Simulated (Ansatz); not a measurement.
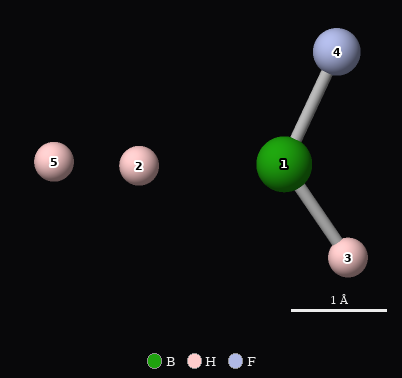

Figure 1. The structure as given in the input (ball-and-stick view, seen at a tilt; atoms are numbered from 1 in the order of the input). Bond lengths as drawn: B–F 1.31 Å and B–H 1.20 Å.

## Frequency calculation, with input and output: BH3F

System: BH3F, multiplicity 2.
Method: UKS PBE0/def2-mTZVP (Ansatz 0.2.0).

It belongs to a series of runs on one base structure; here: vibrations at the highest image of the band. Figures and captions count atoms from 1; the log counts them from 0 in places.

### The input
```yaml
crystal:
  periodic: [false, false, false]
  atoms:
    - { symbol: B, position_ang: [0.042711, 0.001654, -0.032661] }
    - { symbol: H, position_ang: [-0.005334, 0.00159, 1.511307] }
    - { symbol: H, position_ang: [1.053608, -0.00097, -0.679596] }
    - { symbol: F, position_ang: [-1.119788, -0.000823, -0.628587] }
    - { symbol: H, position_ang: [-0.083797, -0.001451, 2.414537] }
magnetization:
  spin_polarized: true
  initial_magnetization: 1
basis:
  gaussian: { orbitals: def2-mTZVP }
hamiltonian:
  xc: pbe0
phonons: {}
```

Machine: 1 thread of AMD EPYC (Zen 3), 64 GiB of memory available, shared host.

Run as:
```bash
ansatz run input.yaml --threads 1 --pin off --max-ram 2048MiB --backend cpu --events-out ev --progress --plain --runs-dir out
```

### Output
```
Engine: ansatz 0.2.0, x86_64-unknown-linux-gnu
Functional definition: PBE0
  parameter a = 0.25
  parameter kappa = 0.804
  parameter beta = 0.06672455060314922
  exchange = (1 - a)*pbe_x(kappa = kappa, mu = beta*pi^2/3) + a*exact_x
  correlation = pbe_c(beta = beta)
468 factors; integrals over basis functions are off by at most 7.5e-4 eV
mean field evaluation 1: about -3436.4193 eV, gradient 1.7e1 eV
mean field evaluation 2: about -3435.7479 eV, gradient 2.4e1 eV
mean field evaluation 4: about -3437.3237 eV, gradient 5.7e-1 eV
mean field evaluation 8: about -3437.3595 eV, gradient 4.3e-2 eV
mean field evaluation 16: about -3437.3595 eV, gradient 8.3e-5 eV
mean field -3437.35952327 eV, -126.3206325542 hartree, gradient 8.3e-5 eV, S^2 0.758954; 0 other end points of the search recorded, 0 dependent functions left out
the calculation of the forces begins
reference -3437.35954877 eV, -126.3206334913 hartree; 9, 8 occupied and 38, 39 virtual orbitals, 468 factors
these checks for a lower state are left out or cut short: stability, starts, cluster_reference, orbital_swaps, neighbouring_geometries, increment
468 factors; integrals over basis functions are off by at most 7.5e-4 eV
mean field -3437.35939192 eV, -126.3206277270 hartree, gradient 2.4e-6 eV, S^2 0.758961; 0 other end points of the search recorded, 0 dependent functions left out
[... from here on the field's lines of each further geometry are left out, up to the last ...]
the calculation of the forces begins
reference -3437.35951863 eV, -126.3206323836 hartree; 9, 8 occupied and 38, 39 virtual orbitals, 468 factors
these checks for a lower state are left out or cut short: stability, starts, cluster_reference, orbital_swaps, neighbouring_geometries, increment
468 factors; integrals over basis functions are off by at most 7.5e-4 eV
mean field evaluation 192: about -3437.3595 eV, gradient 3.0e-6 eV
mean field -3437.35949102 eV, -126.3206313689 hartree, gradient 3.0e-6 eV, S^2 0.758898; 0 other end points of the search recorded, 0 dependent functions left out
the calculation of the forces begins
reference -3437.35951653 eV, -126.3206323067 hartree; 9, 8 occupied and 38, 39 virtual orbitals, 468 factors
WARN: phonons: modes at or below zero, which the zero-point energy, F, S and C_V leave out: 2, the lowest at -1004.76 cm⁻¹. A minimum has none, and a first-order saddle one
Total energy: -3437.35954877 eV, -126.3206334913 hartree
Atom 0 at     0.042711     0.001654    -0.032661 Å, force     0.012937     0.002715     0.011424 eV/Å
Atom 1 at    -0.005334     0.001590     1.511307 Å, force    -0.001567     0.000288     0.000403 eV/Å
Atom 2 at     1.053608    -0.000970    -0.679596 Å, force    -0.004185    -0.001228    -0.005270 eV/Å
Atom 3 at    -1.119788    -0.000823    -0.628587 Å, force    -0.006544    -0.001026    -0.006889 eV/Å
Atom 4 at    -0.083797    -0.001451     2.414537 Å, force    -0.000641    -0.000749     0.000332 eV/Å
Dipole moment:     0.130651     0.000100    -0.138901 e Å
Vibrations: -1004.76 -312.75 216.77 1019.05 1136.27 1147.90 1350.54 1737.28 2582.08 cm⁻¹, zero-point energy 0.569701 eV
```

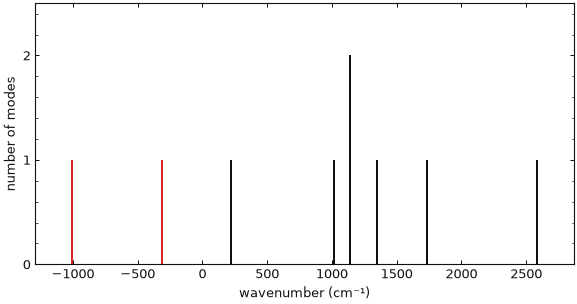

Figure 2. Harmonic vibrational wavenumbers from the force constants; neighbouring modes closer than 16 cm⁻¹ are counted in one stick, and imaginary ones are drawn at negative wavenumbers. 9 modes from 1005i to 2582 cm⁻¹, 2 imaginary beyond 8i (1005i, 313i cm⁻¹): not a minimum.

### Key numbers

- outcome: converged
- total energy: −3437.3595 eV
- mean-field energy: −3437.3595 eV
- ⟨S²⟩: 0.759
- largest force (length of the vector): 0.017 eV/Å
- wall time: 16 s
- peak memory: 0.12 GiB
